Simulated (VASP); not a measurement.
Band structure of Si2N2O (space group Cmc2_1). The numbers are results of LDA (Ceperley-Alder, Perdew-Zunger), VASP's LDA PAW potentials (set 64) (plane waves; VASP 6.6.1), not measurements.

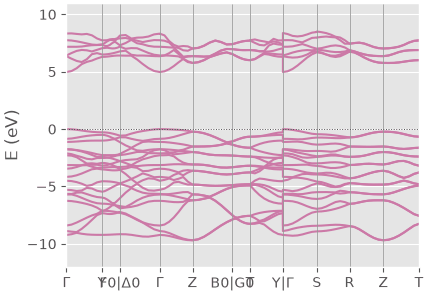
Fig. 1. Bands along high-symmetry lines, zero at the valence-band maximum or, without a gap, the Fermi level

**Question.** Read the plot: is there a gap, and where are the band edges?

**Answer.** The gap is direct, 4.97 eV, from the valence maximum at Γ to the conduction minimum at Γ. (Edges off the drawn lines would not show.)

The structure comes from a computed database's Si2N2O entry (Cmc2_1), a phase known from measurement. It was relaxed first.
